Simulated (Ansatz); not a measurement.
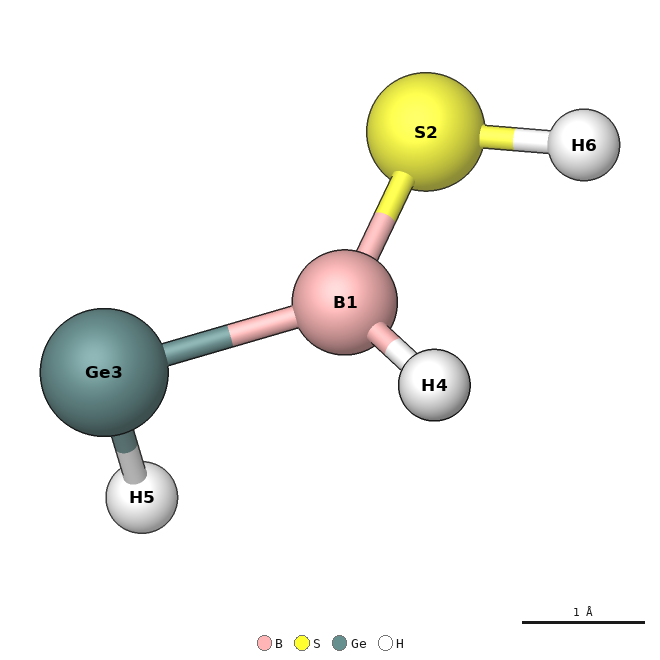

The atoms are numbered. The computed structure is the end point of a PBE0-D4/def2-TZVP optimisation. No frequency run is at hand to confirm it as a minimum.

List the bonds and their lengths.

```tsv
bond	length (Å)
B1–S2	1.770
B1–Ge3	2.063
B1–H4	1.201
S2–H6	1.347
Ge3–H5	1.595
```
